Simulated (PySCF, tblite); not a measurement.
# C4H5BClN: vibronic structure

What do calculations give for the vibronic structure of C4H5BClN (`ClC1=CBNC=C1`)?

Programs: tblite 0.8.0 and PySCF 2.14.0, with routines of our own; each step states its level. All values are computed. Atoms count from 0.

## (1) The system as given

12 atoms, charge 0, multiplicity 1; geometry from: force field or distance geometry start.

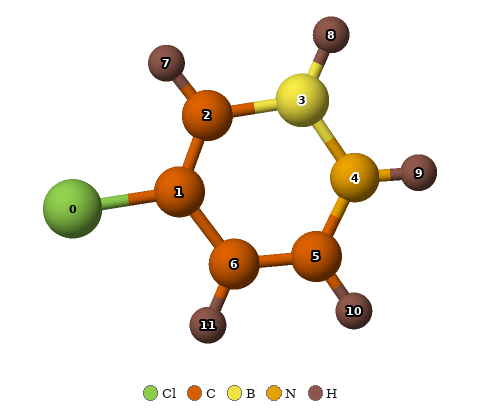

The starting geometry (chlorine green, carbon orange, boron yellow, nitrogen amber, hydrogen brown).

## (2) Geometry optimisation with GFN2-xTB

The job: settings as JSON, then the geometry in Å.

```
{"job": {"kind": "relax", "xc": "GFN2-xTB", "basis": "xTB"}, "charge": 0, "multiplicity": 1}
Cl     3.113400    -0.246600    -0.059500
C      1.356000    -0.048700    -0.036800
C      0.846000     1.176900    -0.021700
B     -0.715100     1.355000    -0.005500
N     -1.520900     0.054500     0.033900
C     -0.837600    -1.205100     0.019000
C      0.510000    -1.269300    -0.006900
H      1.478800     2.061000    -0.038400
H     -1.232100     2.403400     0.007200
H     -2.567000     0.087800     0.050300
H     -1.412600    -2.122100     0.036700
H      0.982300    -2.247600    -0.004200
```

Command:

```sh
> OMP_NUM_THREADS=1 python excited_run.py task.json out
```

This one command runs all jobs of the session in turn.

Standard output:

```text
step      E/eV     max force
  0    -539.39133    2.692
  1    -539.68154    1.531
  2    -539.80950    1.073
  3    -539.89588    0.891
  4    -539.93449    0.438
  5    -539.94378    0.335
  6    -539.95064    0.286
  7    -539.95733    0.248
  8    -539.96278    0.192
  9    -539.96547    0.121
 10    -539.96629    0.064
 11    -539.96663    0.050
 12    -539.96695    0.054
 13    -539.96721    0.063
 14    -539.96739    0.044
 15    -539.96748    0.027
 16    -539.96754    0.022
 17    -539.96756    0.013
 18    -539.96757    0.006
```

Wall time 0.1 s (1 thread of Arm Neoverse V1, shared host).

Relaxation path:

```
step  energy from step 0 (eV)  largest force (eV/Å)
   0                   0.0000                2.6925
   1                  -0.2902                1.5307
   2                  -0.4182                1.0733
   3                  -0.5045                0.8908
   4                  -0.5432                0.4383
   5                  -0.5524                0.3354
   6                  -0.5593                0.2856
   7                  -0.5660                0.2482
   8                  -0.5714                0.1925
   9                  -0.5741                0.1215
  10                  -0.5750                0.0638
  11                  -0.5753                0.0497
  12                  -0.5756                0.0538
  13                  -0.5759                0.0631
  14                  -0.5761                0.0441
  15                  -0.5761                0.0269
  16                  -0.5762                0.0224
  17                  -0.5762                0.0130
  18                  -0.5762                0.0057
```

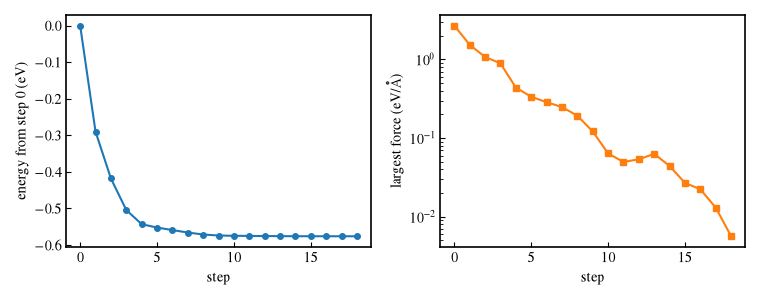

Energy and largest force along the relaxation.

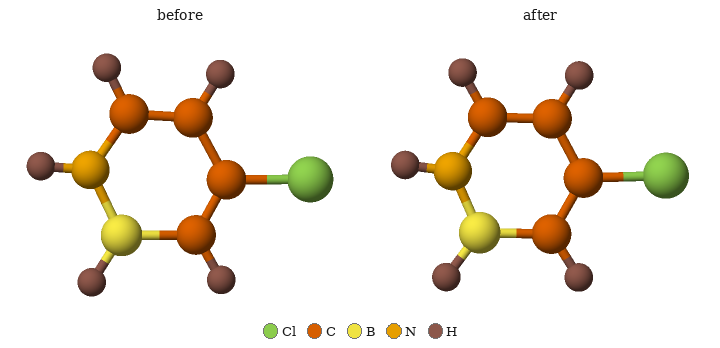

Before and after, at one scale.

Close pairs (by a distance rule), those that changed most:

```
  bond  before (Å)  after (Å)  change (Å)
 B3–N4       1.530      1.416      -0.114
 N4–C5       1.433      1.352      -0.081
 C1–C6       1.485      1.414      -0.072
 C2–B3       1.571      1.515      -0.056
 N4–H9       1.047      1.011      -0.036
 C1–C2       1.328      1.359      +0.032
Cl0–C1       1.769      1.740      -0.029
 C5–C6       1.349      1.359      +0.009
```

The final coordinates are the input of the step that follows.

## (3) Harmonic vibrations with GFN2-xTB

The job: settings as JSON, then the geometry in Å.

```
{"job": {"kind": "ir", "xc": "GFN2-xTB", "basis": "xTB"}, "charge": 0, "multiplicity": 1}
Cl     3.053400    -0.308205    -0.059314
C      1.330075    -0.072071    -0.027755
C      0.789480     1.175196    -0.024283
B     -0.719184     1.308794     0.003831
N     -1.426547     0.082156     0.025330
C     -0.820128    -1.126497     0.020380
C      0.533573    -1.239820    -0.005663
H      1.461733     2.021150    -0.041600
H     -1.316176     2.313905     0.008863
H     -2.436764     0.060000     0.045665
H     -1.450426    -2.005714     0.038042
H      1.002162    -2.209579    -0.009523
```

Standard output:

```text
mode    cm-1     km/mol
  1     155.0      1.22
  2     279.1      0.36
  3     328.6      0.95
  4     368.5      0.26
  5     411.0      1.82
  6     556.8      0.55
  7     622.5      4.63
  8     646.2      8.54
  9     676.5      8.67
 10     785.2    124.48
 11     814.1      8.17
 12     881.7     11.34
 13     890.4      1.86
 14     901.4      9.01
 15     944.0     12.60
 16     983.8     16.74
 17    1074.4     23.01
 18    1137.8     15.23
 19    1210.8     11.97
 20    1243.9      1.96
 21    1293.0     44.36
 22    1370.4     83.96
 23    1403.0      6.73
 24    1519.4     77.47
 25    1604.2    218.98
 26    2652.6    192.22
 27    3058.0     27.42
 28    3080.9     24.94
 29    3121.1      9.07
 30    3424.5      2.07
```

Wall time 0.3 s (1 thread of Arm Neoverse V1, shared host).

Which atoms move in the most intense modes:

| cm⁻¹ | km/mol | atoms |
| --- | --- | --- |
| 785 | 124.5 | H8 37 %, H9 34 %, B3 16 % |
| 1293 | 44.4 | B3 27 %, H10 22 %, C2 16 %, N4 11 % |
| 1370 | 84.0 | N4 28 %, H9 26 %, C1 14 % |
| 1519 | 77.5 | C1 33 %, C6 23 %, C2 16 % |
| 1604 | 219.0 | C5 40 %, C6 23 %, C2 14 %, C1 13 % |
| 2653 | 192.2 | H8 92 % |
| 3058 | 27.4 | H10 92 % |
| 3081 | 24.9 | H7 92 % |

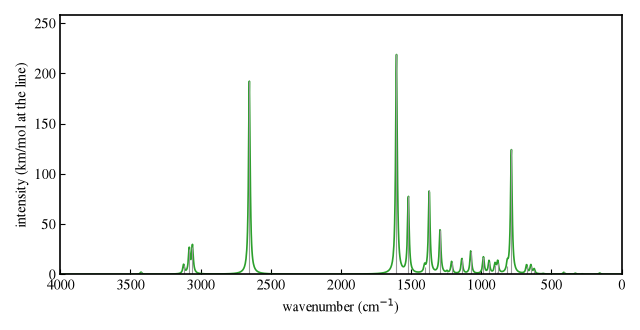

The infrared spectrum from these modes, unscaled. Lines are broadened to a width of 14 cm⁻¹ (Lorentzian).

## (4) Vibronic structure: TDDFT BHandHLYP/def2-SVP

The job, as its differences from that of step 3:

```diff
@@ -1,2 +1,2 @@
-{"job": {"kind": "ir", "xc": "GFN2-xTB", "basis": "xTB"}, "charge": 0, "multiplicity": 1}
+{"job": {"kind": "vib", "xc": "BHandHLYP", "basis": "def2-SVP", "tda": false}, "charge": 0, "multiplicity": 1}
 Cl     3.053400    -0.308205    -0.059314
```

Level: TDDFT BHandHLYP/def2-SVP vertical-gradient vibronic structure (displaced harmonic oscillators, Condon), gas phase.

Standard output:

```text
final grid: 49696 points
cycle   1  E = -694.7656938610  dE =  1.403e+00  |g| = 4.220e-01  |ddm| = 3.953e+00
cycle   2  E = -694.7796165878  dE = -1.392e-02  |g| = 4.041e-01  |ddm| = 9.303e-01
cycle   3  E = -694.8196781644  dE = -4.006e-02  |g| = 6.497e-02  |ddm| = 4.752e-01
cycle   4  E = -694.8207299664  dE = -1.052e-03  |g| = 3.104e-02  |ddm| = 1.128e-01
cycle   5  E = -694.8209811517  dE = -2.512e-04  |g| = 7.616e-03  |ddm| = 3.992e-02
cycle   6  E = -694.8209953164  dE = -1.416e-05  |g| = 2.056e-03  |ddm| = 9.048e-03
cycle   7  E = -694.8209966850  dE = -1.369e-06  |g| = 1.141e-03  |ddm| = 3.580e-03
cycle   8  E = -694.8209971013  dE = -4.164e-07  |g| = 2.649e-04  |ddm| = 1.534e-03
cycle   9  E = -694.8209971451  dE = -4.380e-08  |g| = 7.801e-05  |ddm| = 7.107e-04
cycle  10  E = -694.8209971479  dE = -2.755e-09  |g| = 2.807e-05  |ddm| = 1.693e-04
cycle  11  E = -694.8209971482  dE = -3.079e-10  |g| = 7.841e-06  |ddm| = 4.461e-05
converged SCF energy = -694.8209971482

Singlet excitations (eV, f): 5.461 (0.1625)  6.272 (0.0038)  6.897 (0.0002)  7.083 (0.6100)  7.153 (0.0000)  7.629 (0.0017)

State S1  5.4606 eV  f = 0.16246  H->L 0.91
  relaxed dipole 3.900 D, largest gradient of the excitation energy 0.0758 Eh/bohr
  mode    cm-1        S   lambda/meV  Raman
   24   1519.4    0.5968     112.4   1.000
   21   1293.0    0.3312      53.1   0.402
   22   1370.4    0.2442      41.5   0.333
    4    368.5    0.8788      40.1   0.087
   16    983.8    0.3258      39.7   0.229
   19   1210.8    0.1609      24.2   0.171
   23   1403.0    0.0815      14.2   0.116
    8    646.2    0.1645      13.2   0.050
   20   1243.9    0.0267       4.1   0.030
   17   1074.4    0.0178       2.4   0.015
    6    556.8    0.0253       1.7   0.006
   14    901.4    0.0137       1.5   0.008
  reorganisation energy 0.3517 eV, total S 2.920, 0-0 5.1089 eV
  absorption maximum 5.297 eV, width 0.576 eV

State S4  7.0828 eV  f = 0.60998  H-1->L 0.55, H->L+1 0.41
  relaxed dipole 2.399 D, largest gradient of the excitation energy 0.0515 Eh/bohr
  mode    cm-1        S   lambda/meV  Raman
   16    983.8    0.3379      41.2   0.715
   24   1519.4    0.1982      37.3   1.000
   22   1370.4    0.1099      18.7   0.451
   17   1074.4    0.1089      14.5   0.275
   25   1604.2    0.0646      12.8   0.363
   14    901.4    0.0815       9.1   0.145
    8    646.2    0.0832       6.7   0.076
   23   1403.0    0.0274       4.8   0.118
   21   1293.0    0.0253       4.1   0.092
    6    556.8    0.0533       3.7   0.036
   19   1210.8    0.0122       1.8   0.039
  reorganisation energy 0.1567 eV, total S 1.113, 0-0 6.9260 eV
  absorption maximum 6.926 eV, width 0.146 eV

State T1  3.5138 eV  f = 0.00000  H->L 0.88
  relaxed dipole 2.831 D, largest gradient of the excitation energy 0.1196 Eh/bohr
  mode    cm-1        S   lambda/meV  Raman
   24   1519.4    2.0416     384.6   1.000
   16    983.8    0.2959      36.1   0.061
    4    368.5    0.7092      32.4   0.020
   22   1370.4    0.1826      31.0   0.073
   18   1137.8    0.1272      17.9   0.035
    2    279.1    0.1580       5.5   0.003
    8    646.2    0.0585       4.7   0.005
   19   1210.8    0.0229       3.4   0.007
   17   1074.4    0.0228       3.0   0.006
   14    901.4    0.0156       1.7   0.003
   20   1243.9    0.0083       1.3   0.003
  reorganisation energy 0.5274 eV, total S 3.670, 0-0 2.9864 eV
  absorption maximum 3.362 eV, width 0.628 eV
```

Wall time 20 s (1 thread of Arm Neoverse V1, shared host); peak memory 0.64 GiB.

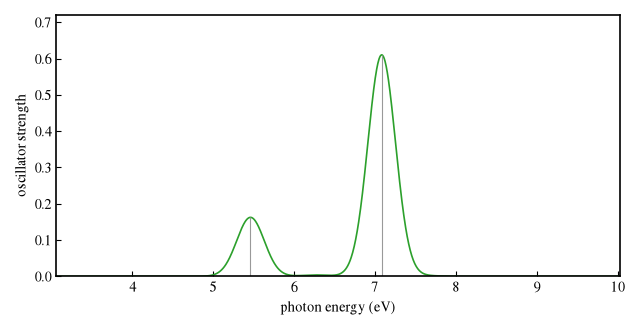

Absorption lines of the singlets. Lines are broadened to a width of 0.40 eV (Gaussian).

## (5) Results

| quantity | value |
| --- | --- |
| strongest single infrared mode (GFN2-xTB) | 1604 cm⁻¹, 219 km/mol |
| zero-point energy (GFN2-xTB) | 53.5 kcal/mol |
| S1: vertical, reorganisation, 0-0, total S (step 4, TDDFT BHandHLYP/def2-SVP, modes from GFN2-xTB) | 5.46, 0.35, 5.11 eV; 2.9 |
| S4: vertical, reorganisation, 0-0, total S (step 4, TDDFT BHandHLYP/def2-SVP, modes from GFN2-xTB) | 7.08, 0.16, 6.93 eV; 1.1 |
| T1: vertical, reorganisation, 0-0, total S (step 4, TDA BHandHLYP/def2-SVP, modes from GFN2-xTB) | 3.51, 0.53, 2.99 eV; 3.7 |

All 30 modes are real, so the xTB geometry is a minimum. The strongest single mode, at 1604 cm⁻¹, is carried by C5, C6, C2, C1. GFN2-xTB is a fitted tight-binding method: band positions and strengths are rough. Its intensities can rank the bands wrongly. The vibronic model keeps the ground-state modes (from xTB) and shifts them along the gradient alone, so it can miss much of the relaxation that a full optimisation finds.
